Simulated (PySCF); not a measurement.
CuBr

```yaml
atoms:
  - { symbol: Cu, position_ang: [0.0000, 0.0000, -1.2307] }
  - { symbol: Br, position_ang: [0.0000, 0.0000, 0.9813] }
```

Computed with PBE0/def2-TZVPPD, non-relativistic Hamiltonian with scalar-relativistic core potentials where named, at a bond length of 2.212 Å in PySCF.

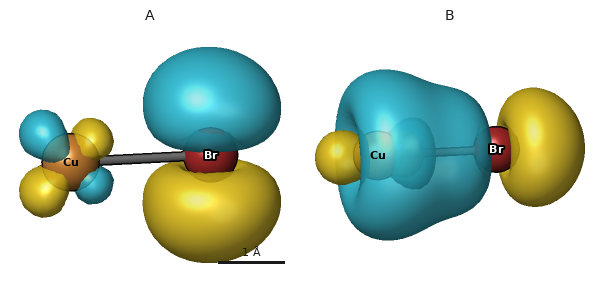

Figure 1. Two frontier orbitals, each drawn at the value that holds 80 % of its norm (yellow and cyan are the two phases), in no order; of a degenerate pair one member is drawn.

Name the orbitals and rank them from lowest to highest energy.

Answer. Orbital B: σ, occupied, −7.80 eV; mainly on Cu (70 %).
Orbital A: π, occupied, −7.26 eV; mainly on Br (80 %).

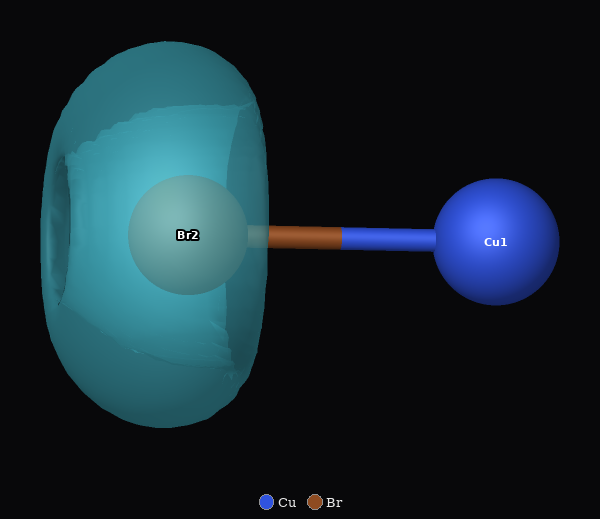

Figure 2. Isosurface of the ELF at 0.8 (cyan), seen from one side. Core shells and regions of very low density are left out.

What do the ELF domains correspond to?

Answer. The surface consists of one ring or bowl of non-bonding electrons around Br. Profiles from the grid: Cu–Br (2.21 Å): the ELF peaks at about 0.70 in the valence shell of Br, 1.0 Å from its nucleus, and is about 0.45 at the midpoint.

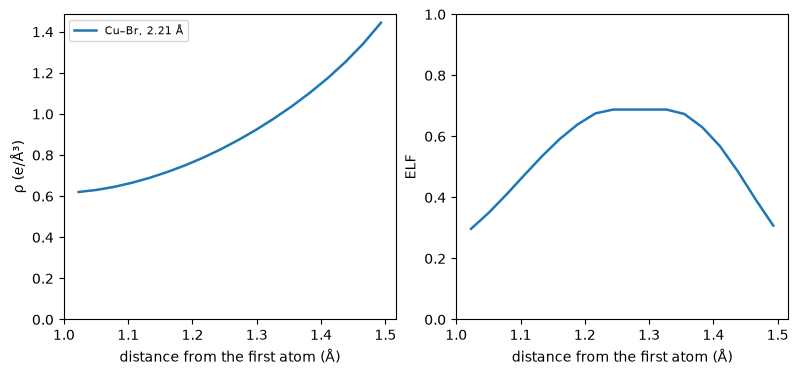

Figure 3. Total electron density and electron localisation function along straight lines between neighbouring atoms. The curves leave out the atomic cores.

What can be read from the curves?

Answer. Cu–Br (2.21 Å): the density is about 0.67 e/Å³ at the midpoint; the ELF peaks at about 0.70 in the valence shell of Br, 1.0 Å from its nucleus, and is about 0.45 at the midpoint.
